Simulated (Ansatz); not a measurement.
**How KI (Fm-3m) expands on warming**

Aim: the lattice, expansion, heat capacity and bulk modulus of KI as it warms.

What experiment has found for this phase:
- volume expansion coefficient 113.7 1e-6/K near room temperature (given in “Descriptors for thermal expansion in solids”, 2017, arXiv:1701.03966)

Main program and level: Ansatz 0.2.0; DFT LDA, scalar-relativistic, plane waves, PAW.

## (1) The structure

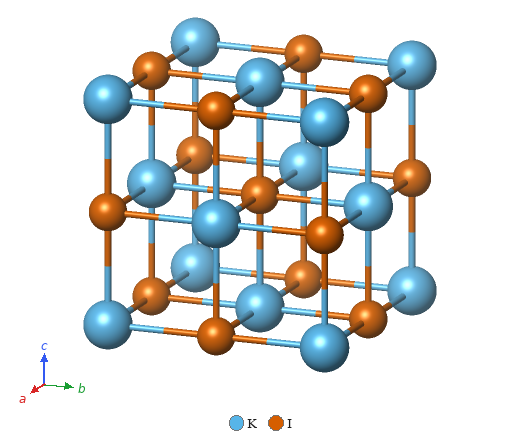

Start, viewed slightly off an axis; potassium blue, iodine orange. This picture shows the conventional cell, with its axes. Some periodic images of atoms are drawn too.

## (2) Probe on a coarse mesh

A cheap single point shows whether the cell is a metal or an insulator and how far it is from rest; that sets the k-mesh and the occupations of what follows.

Contents of input.yaml:

```yaml
crystal:
  lattice:
    - [0.0, 3.532775, 3.532775]
    - [3.532775, 0.0, 3.532775]
    - [3.532775, 3.532775, 0.0]
  atoms:
    - { symbol: K, position: [0.0, 0.0, 0.0] }
    - { symbol: I, position: [0.5, 0.5, 0.5] }
kpoints:
  mp_grid: { grid: [4, 4, 4] }
hamiltonian:
  xc: lda
scf:
  occupations: { method: gaussian, width: 0.1 }
  lower_state_search: "off"
output:
  forces: true
  stress: true
  eigenvalues: true
```

Launch:

```
> ansatz run input.yaml --threads 8 --pin off --max-ram 16384MiB --backend cpu --events-out ev --progress --plain --runs-dir out
```

Numbers of over 12 decimals in the logs are rounded to 6 here.

Log:

```text
Engine: ansatz 0.2.0, aarch64-unknown-linux-gnu
Pseudopotentials: kind: paw
Pseudopotential: K, paw, valence charge 9, recommended cutoff 420 eV (normal), K.paw.azcp
Pseudopotential: I, paw, valence charge 17, recommended cutoff 420 eV (normal), I.paw.azcp
Functional definition: SPW92
  exchange = slater_x
  correlation = pw_c
Crystal: 2 atoms, lattice volume = 88.182 Å³
Basis set: ecut = 420 eV, 1759 PW (Γ)
Bands: 17, of which v1, the nominal top of the filled ones, is band 13 counted from 1 (12 counted from 0)
Symmetry: 48 space group operations
Space group: Fm-3m (ITA 225), of the structure as read, at distance tolerance 4.5e-5 Å
k-points: 8 of 64
Non-local potential: K, projectors of the file, l = 0: 3, l = 1: 2, l = 2: 2
Non-local potential: I, projectors of the file, l = 0: 2, l = 1: 2, l = 2: 2, l = 3: 2
PAW form: soft (Blöchl's): semilocal exchange-correlation on the pseudo side does not see the compensation charge
PAW frozen core: K, regenerated for the run's functional, and the local potential with it (the file was generated under x = pbe(κ = 0.804, μ = 0.219515), c = pbe(β = 0.066725))
PAW frozen core: I, regenerated for the run's functional, and the local potential with it (the file was generated under x = pbe(κ = 0.804, μ = 0.219515), c = pbe(β = 0.066725))
PAW one-centre angular grid: K, 110 points (default); XC on 64 Gauss nodes
PAW one-centre angular grid: I, 590 points (default); XC on 64 Gauss nodes
Initial density: superposition of atomic densities (neutral atoms: chi_scale 0, normalization atom), corrected by the library's trained network
Initial wavefunctions: pseudopotential atomic-orbital guess
Functional: x = slater, c = lda
SCF iter   1: F=—  HF=-8855.058116 eV  |F-HF|=—  |Δ(HF+E_count)|=         —  Δρ=4.31e-3  dr2=7.36e-3  ethr=1.77e-3  ⟨swp⟩=6.4  Hψ=763  notcnv=0
preconditioner: auto → none  [insulator: Δε(μ)=3.589 eV  Ē_g=13.460 eV  σ=0.100 eV  W_gap=1.00  n_scr=14 (ndim 8)  ℏωp=14.8 eV  f_vac=0.139  D(μ)=0.00/eV (n_scr^D=0)  ε∞_Penn≈2.2]
SCF iter   2: F=—  HF=-8855.055429 eV  |F-HF|=—  |Δ(HF+E_count)|=   2.69e-3  Δρ=2.15e-3  dr2=1.72e-3  ethr=2.83e-5  ⟨swp⟩=2.0  Hψ=243  notcnv=0
SCF iter   3: F=—  HF=-8855.055401 eV  |F-HF|=—  |Δ(HF+E_count)|=   2.84e-5  Δρ=6.36e-4  dr2=6.39e-4  ethr=6.60e-6  ⟨swp⟩=2.0  Hψ=240  notcnv=0
SCF iter   4: F=—  HF=-8855.055102 eV  |F-HF|=—  |Δ(HF+E_count)|=   2.99e-4  Δρ=1.40e-4  dr2=2.32e-5  ethr=2.46e-6  ⟨swp⟩=3.0  Hψ=240  notcnv=0
SCF iter   5: F=—  HF=-8855.055087 eV  |F-HF|=—  |Δ(HF+E_count)|=   1.42e-5  Δρ=2.57e-5  dr2=7.37e-7  ethr=8.94e-8  ⟨swp⟩=2.0  Hψ=240  notcnv=0
SCF iter   6: F=-8855.055087 eV  HF=-8855.055087 eV  |F-HF|=4.20e-9  |Δ(HF+E_count)|=   3.67e-7  Δρ=4.17e-6  dr2=8.37e-9  ethr=3.85e-10  ⟨swp⟩=7.2  Hψ=692  notcnv=0
SCF 1 converged in 6 iterations: F = -8855.055087 eV  dr2 = 8.37e-9
  greatest PAW one-centre occupation: 1.000 electrons in one spin orbital (limit 2), on the I atom at site 1 (counted from 0), in its partial waves of l = 2
SCF converged after 6 iterations
Free energy (F): -8855.055087 eV
Harris-Foulkes:  -8855.055087 eV  (|F-HF|=4.20e-9)
Internal energy: -8855.055087 eV  (E = F + TS)
E sigma→0 (E₀):  -8855.055087 eV
Fermi energy:    3.803860 eV
--- Per-component energies (eV) ---
  E_band       = -527.480405
  E_kinetic    = 443.126766
  E_local      = -2837.770027  (includes V_loc(G=0)·N_el)
  E_nonlocal   = -69.792785
  E_hartree    = 1340.208695
  E_xc         = -260.082892
  E_vxc        = -291.967390  (∫ρ·V_xc dr)
  E_paw        = -5403.351261  (= ΣΔE_a)
  E_vpaw       = -451.491451  (= ΣTr[D̂ρ^β])
  E_aug_tail   = 0.000059  (compensation charges beyond the density's cutoff)
  E_ewald      = -2068.432357
  E_core_change = 1.038715  (= ΣΔE_core)
  E_smearing   = -0.000000  (= −TS)
  E_closure    = -0.000000  (closes the sum)
  Σ components = -8855.055087   (vs F -8855.055087, Δ=0.00e0)
--- Forces (eV/Å), atoms counted from 1 ---
  atom   1  K     -0.00000000     0.00000000     0.00000000
  atom   2  I      0.00000000     0.00000000     0.00000000
  max |Σ_I F_I| component: 5.61e-29 eV/Å
--- Stress (GPa, compression-positive) ---
       -1.306057      -0.000000       0.000000
       -0.000000      -1.306057      -0.000000
       -0.000000      -0.000000      -1.306057
  P = ⅓ Tr σ = -1.3061 GPa (-13.061 kbar)
--- Band table (eV; the first three rows and the last of 8) ---
  k-point 0: bands = [... 9 lower, -8.6159, 1.9998, 1.9998, 1.9998, 5.6049, 8.3004, 8.3004, 8.3004]
  k-point 1: bands = [... 9 lower, -8.4586, 1.1936, 1.8150, 1.8150, 6.7450, 8.3421, 8.9143, 8.9143]
  k-point 2: bands = [... 9 lower, -8.3140, 0.6162, 1.6482, 1.6482, 7.2494, 9.4415, 9.9806, 9.9806]
  k-point 7: bands = [... 9 lower, -8.4050, 1.2421, 1.2421, 1.3710, 8.2401, 8.2401, 8.3955, 9.9118]
```

The job ended after 0.67 s (8 threads of Arm Neoverse V2, shared host; peak memory 0.26 GiB).

The column dr2 measures how far the density is from self-consistency, as an energy; F and HF (Harris–Foulkes) agree once it is small.

A gap read on the k-mesh alone can miss the band edges.

This step gave:

```
pressure          : -1.306 GPa
gap on the k-mesh : 3.605 eV
volume per atom   : 44.09 Å³/atom
```

The start is under -1.3 GPa at this level and looks like an insulator or semiconductor on this mesh.

## (3) Relaxation

Phonons are second derivatives about a minimum, so cell and atoms are relaxed first, inside the symmetry of the start.

input.yaml, the sections that differ from step 2:

```yaml
kpoints:
  mp_grid: { grid: [6, 6, 6] }
scf:
  occupations: { method: gaussian, width: 0.02 }
  lower_state_search: "off"
relax:
  adjacent_minimum: "off"
  f_tol: 0.005
  max_steps: 80
  cell: { stress_tol: 0.05 }
# crystal, hamiltonian, output: as in step 2
```

Log:

```text
[...]
Crystal: 2 atoms, lattice volume = 88.182 Å³
Basis set: ecut = 420 eV, 1759 PW (Γ)
Bands: 17, of which v1, the nominal top of the filled ones, is band 13 counted from 1 (12 counted from 0)
Symmetry: 48 space group operations
[...]
k-points: 16 of 216
[...]
SCF iter   1: F=—  HF=-8855.059262 eV  |F-HF|=—  |Δ(HF+E_count)|=         —  Δρ=4.31e-3  dr2=7.75e-3  ethr=1.77e-3  ⟨swp⟩=6.9  Hψ=1633  notcnv=0
[...]
SCF iter   6: F=-8855.056220 eV  HF=-8855.056220 eV  |F-HF|=1.44e-10  |Δ(HF+E_count)|=   1.33e-7  Δρ=2.18e-6  dr2=1.11e-9  ethr=3.85e-10  ⟨swp⟩=6.9  Hψ=1272  notcnv=0
SCF 1 converged in 6 iterations: F = -8855.056220 eV  dr2 = 1.11e-9
[...]
relax step   1: F+E_penalty+E_count = -8855.05622008 eV  Δ(F+E_penalty+E_count) = +0.000e0 eV  max|allowed force component| = 2.199e-29 eV/Å  Δτ_max = 0.0000 Å  P = -1.314 GPa  Ω = 88.182 Å³  (6 SCF iters, dr2 threshold 1.00e-7 eV, accepted)
Crystal: 2 atoms, lattice volume = 84.449 Å³
Basis set: ecut = 420 eV, 1639 PW (Γ)
[...]
iter 1 solved again at ethr=1.13e-5 eV; its pass at ethr=3.10e-3 eV (dr2=2.94e-3 eV) is discarded
[...]
SCF iter   5: F=-8855.082313 eV  HF=-8855.082313 eV  |F-HF|=2.07e-8  |Δ(HF+E_count)|=   5.87e-7  Δρ=8.23e-6  dr2=5.24e-8  ethr=7.69e-10  ⟨swp⟩=4.9  Hψ=1465  notcnv=0
SCF 2 converged in 5 iterations: F = -8855.082313 eV  dr2 = 5.24e-8
relax step   2: F+E_penalty+E_count = -8855.08231257 eV  Δ(F+E_penalty+E_count) = -2.609e-2 eV  max|allowed force component| = 1.528e-29 eV/Å  Δτ_max = 0.0000 Å  P = -0.873 GPa  Ω = 84.449 Å³  energy of the carried Pulay correction = +3.668e-4 eV  (5 SCF iters, dr2 threshold 2.00e-7 eV, accepted)
Crystal: 2 atoms, lattice volume = 77.922 Å³
Basis set: ecut = 420 eV, 1471 PW (Γ)
[...]
SCF iter   5: F=-8855.097018 eV  HF=-8855.097018 eV  |F-HF|=4.22e-8  |Δ(HF+E_count)|=   1.60e-6  Δρ=1.40e-5  dr2=1.40e-7  ethr=7.69e-10  ⟨swp⟩=5.5  Hψ=1506  notcnv=0
SCF 3 converged in 5 iterations: F = -8855.097018 eV  dr2 = 1.40e-7
relax step   3: F+E_penalty+E_count = -8855.09701804 eV  Δ(F+E_penalty+E_count) = -1.471e-2 eV  max|allowed force component| = 1.116e-29 eV/Å  Δτ_max = 0.0000 Å  P = +0.279 GPa  Ω = 77.922 Å³  energy of the carried Pulay correction = +1.048e-3 eV  (5 SCF iters, dr2 threshold 2.00e-7 eV, accepted)
[...]
relax step   4: F+E_penalty+E_count = -8855.09796327 eV  Δ(F+E_penalty+E_count) = -9.452e-4 eV  max|allowed force component| = 2.518e-29 eV/Å  Δτ_max = 0.0000 Å  P = -0.035 GPa  Ω = 79.408 Å³  energy of the carried Pulay correction = +8.882e-4 eV  (5 SCF iters, dr2 threshold 1.95e-7 eV, accepted)
[...]
SCF iter   5: F=-8855.097118 eV  HF=-8855.097118 eV  |F-HF|=0.00e0  |Δ(HF+E_count)|=  1.91e-10  Δρ=1.19e-7  dr2=5.05e-12  ethr=1.00e-12  ⟨swp⟩=5.2  Hψ=1505  notcnv=0
SCF 5 converged in 5 iterations: F = -8855.097118 eV  dr2 = 5.05e-12
relax step   5: F+E_penalty+E_count = -8855.09711844 eV  Δ(F+E_penalty+E_count) = +8.448e-4 eV  max|allowed force component| = 7.593e-30 eV/Å  Δτ_max = 0.0000 Å  P = -0.038 GPa  Ω = 79.408 Å³  stress off target by 3.84e-2 GPa  SCF on the basis re-selected at this cell (its energy is not comparable with the rows above)  (5 SCF iters)
basis re-selected at this cell: Δ(F+E_penalty+E_count) = +8.448e-4 eV, ΔP = -0.003 GPa vs the last step (what re-selecting the basis moved, of the pressure what is left beyond the Pulay correction that the steps carried, after the strain that the cell walked since its last selection, with what the two solves' SCF thresholds leave and, on support functions, any second-order correction that the steps lacked; it is no m [...]
SCF converged after 5 iterations
Free energy (F): -8855.097118 eV
[...]
Internal energy: -8855.097118 eV  (E = F + TS)
E sigma→0 (E₀):  -8855.097118 eV
Fermi energy:    4.810173 eV
[...]
--- Stress (GPa, compression-positive) ---
       -0.038392      -0.000000      -0.000000
       -0.000000      -0.038392      -0.000000
       -0.000000      -0.000000      -0.038392
  P = ⅓ Tr σ = -0.0384 GPa (-0.384 kbar)
--- Band table (eV; the first three rows and the last of 16) ---
  k-point 0: bands = [... 9 lower, -7.9116, 2.8787, 2.8787, 2.8787, 6.7415, 9.1180, 9.1180, 9.1180]
  k-point 1: bands = [... 9 lower, -7.7683, 2.3414, 2.7541, 2.7541, 7.4447, 9.0654, 9.4424, 9.4424]
  k-point 2: bands = [... 9 lower, -7.5280, 1.5541, 2.5282, 2.5282, 8.1001, 9.9320, 10.2473, 10.2473]
  k-point 15: bands = [... 9 lower, -7.6210, 1.8190, 2.1883, 2.1888, 8.2396, 9.3052, 10.2348, 11.3240]
--- Relaxed structure (4 steps of the walk, 4 accepted, 1 SCFs on fresh bases) ---
  F+E_penalty+E_count = -8855.09711844 eV   max|allowed force component| = 7.593e-30 eV/Å   (the final SCF, on the basis selected at the relaxed cell)
  cell:  # Å, volume = 79.4081 Å³
    - [0, 3.411496, 3.411496]
    - [3.411496, 0, 3.411496]
    - [3.411496, 3.411496, 0]
  atoms:
    - { symbol: K, position: [0, 0, 0] }
    - { symbol: I, position: [0.5, 0.5, 0.5] }
```

Run time: 1.4 s. Hardware: 8 threads; peak memory 0.32 GiB.

Relaxation path:

```csv
step,energy less that of the first step (eV),largest force component (eV/Å),pressure (GPa),volume (Å³)
1,0.0000,0.0000,-1.31,88.18
2,-0.0261,0.0000,-0.87,84.45
3,-0.0408,0.0000,0.28,77.92
4,-0.0417,0.0000,-0.04,79.41
5*,-0.0409,0.0000,-0.04,79.41
```

Relaxation steps marked * repeat the geometry before them on a plane-wave basis chosen anew for their cell, so energy and pressure can jump there.

The run keeps the 48 symmetry operations that it works with, so distortions that break them were not tested.

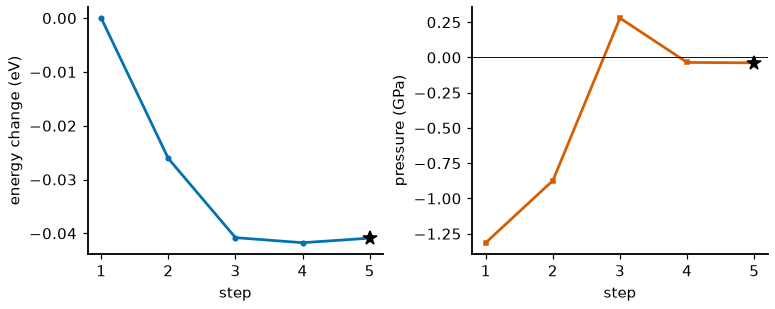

Energy and pressure along the relaxation. Stars mark steps on a basis chosen anew.

```csv
"conventional cell, symmetrised",before,after,change
a (Å),7.066,6.823,-3.4 %
b (Å),7.066,6.823,-3.4 %
c (Å),7.066,6.823,-3.4 %
volume (Å³/atom),44.09,39.70,-9.9 %
```

The relaxed structure:

```xyz
2
Lattice="0.0000 3.4115 3.4115 3.4115 0.0000 3.4115 3.4115 3.4115 0.0000" Properties=species:S:1:pos:R:3 pbc="T T T"
K     0.0000    0.0000    0.0000
I     3.4115    3.4115    3.4115
```

Numbers from this step:

```yaml
pressure: -0.03839 GPa
gap_on_the_k_mesh: 3.863 eV
volume_per_atom: 39.70 Å³/atom
```

The relaxation ends with a pressure of -0.04 GPa.

## (4) A second relaxation

The relaxation is run once more from where the first one ended, as the script does after a large change of volume or of the gap, with mesh and occupations reviewed.

Changes to input.yaml since step 3:

```diff
@@ -2,5 +2,5 @@
   lattice:
-    - [0.0, 3.532775, 3.532775]
-    - [3.532775, 0.0, 3.532775]
-    - [3.532775, 3.532775, 0.0]
+    - [0.0, 3.4114963063, 3.4114963063]
+    - [3.4114963063, 0.0, 3.4114963063]
+    - [3.4114963063, 3.4114963063, 0.0]
   atoms:
```

Log:

```text
[...]
Crystal: 2 atoms, lattice volume = 79.408 Å³
Basis set: ecut = 420 eV, 1471 PW (Γ)
Bands: 17, of which v1, the nominal top of the filled ones, is band 13 counted from 1 (12 counted from 0)
Symmetry: 48 space group operations
[...]
k-points: 16 of 216
[...]
k-point 15: bands = [... 9 lower, -7.6210, 1.8190, 2.1883, 2.1888, 8.2396, 9.3052, 10.2348, 11.3240]
--- Relaxed structure (1 steps of the walk, 1 accepted, 1 SCFs on fresh bases) ---
[...]
cell:  # Å, volume = 79.4081 Å³
    - [0.0, 3.4114963063, 3.4114963063]
    - [3.4114963063, 0.0, 3.4114963063]
    - [3.4114963063, 3.4114963063, 0.0]
  atoms:
    - { symbol: K, position: [0.0, 0.0, 0.0] }
    - { symbol: I, position: [0.5, 0.5, 0.5] }
[key lines of the parts left out:]
SCF converged after 4 iterations
Free energy (F): -8855.097118 eV
Fermi energy:    4.810172 eV
P = ⅓ Tr σ = -0.0384 GPa (-0.384 kbar)
```

The job ended after 0.61 s (8 threads; peak memory 0.3 GiB).

Little changed from the start: no atom moved by 0.005 Å and no cell edge by 0.1 %.

## (5) Relaxing to small residual forces and stress

The thresholds are tightened for a last relaxation ahead of the phonons, and where mesh or smearing change with them the cell follows.

input.yaml, the sections that differ from step 4:

```yaml
kpoints:
  mp_grid: { grid: [8, 8, 8] }
scf:
  occupations: { method: fixed }
  lower_state_search: "off"
relax:
  adjacent_minimum: "off"
  f_tol: 0.001
  max_steps: 60
  cell: { stress_tol: 0.01 }
# crystal, hamiltonian, output: as in step 4
```

Log:

```text
[...]
Crystal: 2 atoms, lattice volume = 79.408 Å³
Basis set: ecut = 420 eV, 1471 PW (Γ)
Bands: 17, of which v1, the nominal top of the filled ones, is band 13 counted from 1 (12 counted from 0)
Symmetry: 48 space group operations
[...]
k-points: 29 of 512
[...]
k-point 28: bands = [... 9 lower, -7.5696, 2.0063, 2.0063, 2.1291, 9.1790, 9.1790, 9.5838, 11.2370]
--- Relaxed structure (3 steps of the walk, 3 accepted, 1 SCFs on fresh bases) ---
[...]
cell:  # Å, volume = 79.2141 Å³
    - [0.0, 3.408716, 3.408716]
    - [3.408716, 0, 3.408716]
    - [3.408716, 3.408716, 0]
  atoms:
    - { symbol: K, position: [0, 0, 0] }
    - { symbol: I, position: [0.5, 0.5, 0.5] }
[key lines of the parts left out:]
SCF converged after 5 iterations
Free energy (F): -8855.097171 eV
Fermi energy:    2.900636 eV
P = ⅓ Tr σ = 0.0002 GPa (0.002 kbar)
```

The job ended after 1.5 s (8 threads; peak memory 0.35 GiB).

Little changed from the start: no atom moved by 0.005 Å and no cell edge by 0.1 %.

This step gave:

| Item | Value |
| --- | --- |
| pressure | 2.00e-4 GPa |
| gap on the k-mesh | 3.869 eV |
| volume per atom | 39.61 Å³/atom |

The residual pressure is 2.0e-4 GPa, small enough for phonons.

## (6) A new level, relaxed again

The functional, the potentials or the cutoff change, so the crystal is relaxed again at the new setting.

input.yaml, the sections that differ from step 5:

```yaml
crystal:
  lattice:
    - [0.0, 3.4087162983, 3.4087162983]
    - [3.4087162983, 0.0, 3.4087162983]
    - [3.4087162983, 3.4087162983, 0.0]
  atoms:
    - { symbol: K, position: [0.0, 0.0, 0.0] }
    - { symbol: I, position: [0.5, 0.5, 0.5] }
basis:
  ecutwfc: 550.0
# kpoints, hamiltonian, scf, output, relax: as in step 5
```

Log:

```text
[...]
Crystal: 2 atoms, lattice volume = 79.214 Å³
Basis set: ecut = 550 eV, 2277 PW (Γ)
Bands: 17, of which v1, the nominal top of the filled ones, is band 13 counted from 1 (12 counted from 0)
Symmetry: 48 space group operations
[...]
k-points: 29 of 512
[...]
k-point 28: bands = [... 9 lower, -7.5694, 2.0063, 2.0063, 2.1291, 9.1788, 9.1788, 9.5836, 11.2369]
--- Relaxed structure (1 steps of the walk, 1 accepted, 1 SCFs on fresh bases) ---
[...]
cell:  # Å, volume = 79.2141 Å³
    - [0.0, 3.4087162983, 3.4087162983]
    - [3.4087162983, 0.0, 3.4087162983]
    - [3.4087162983, 3.4087162983, 0.0]
  atoms:
    - { symbol: K, position: [0.0, 0.0, 0.0] }
    - { symbol: I, position: [0.5, 0.5, 0.5] }
[key lines of the parts left out:]
SCF converged after 6 iterations
Free energy (F): -8855.098815 eV
Fermi energy:    2.900622 eV
P = ⅓ Tr σ = 0.0005 GPa (0.005 kbar)
```

Wall time 1 s (8 threads); peak memory 0.39 GiB.

Little changed from the start: no atom moved by 0.005 Å and no cell edge by 0.1 %.

Numbers from this step:

```yaml
pressure: 5.11e-4 GPa
```

The residual pressure is 5.1e-4 GPa, small enough for phonons.

(Part 1 of 4 ends here.)

[Logs are printed without paths, hosts, clocks, repeated set-up lines and the standing remarks that a program may print on its own settings, such as how far it seeks lower states.]

[Hosts, paths, dates, database ids (printed as entryN), source tags and the programs' standing remarks are cut or masked in the printed files.]

[A step with changed settings may run another functional than the one named; its input shows which.]
